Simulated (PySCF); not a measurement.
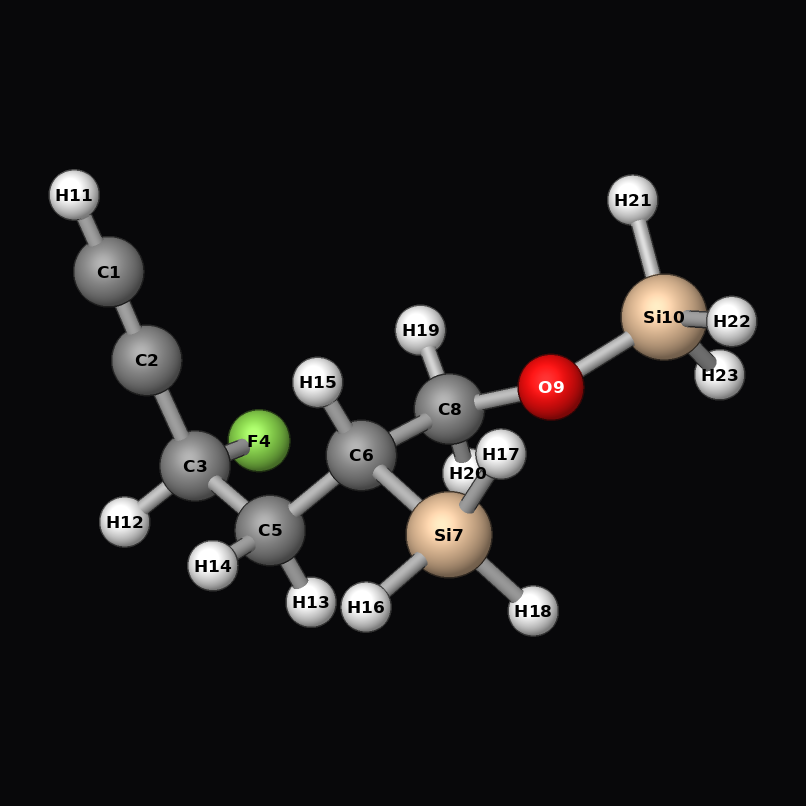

Computed geometry: GFN2-xTB optimisation. No frequency run is at hand to confirm it as a minimum. Level of theory: GIAO PBE0/pcSseg-1 NMR shielding, non-relativistic, gas phase (PySCF 2.14.0). Principal shieldings σ11 ≤ σ22 ≤ σ33, span Ω = σ33 − σ11, skew κ = 3(σiso − σ22)/Ω.

Question: Which Si atom has the most anisotropic shielding?

Answer: Si10, with a span of 130 ppm.

Give the shielding tensors of the Si atoms.

```
atom    σ11    σ22    σ33   σiso      Ω     κ
 Si7  392.1  394.4  467.7  418.1   75.6  0.94
Si10  341.3  348.2  471.7  387.1  130.3  0.89
```

Shieldings and span in ppm.

The geometry is semi-empirical. Around Si such bond lengths and angles can be off by a tenth of an ångström or more and by several degrees, and values that hang on the shape move with them.
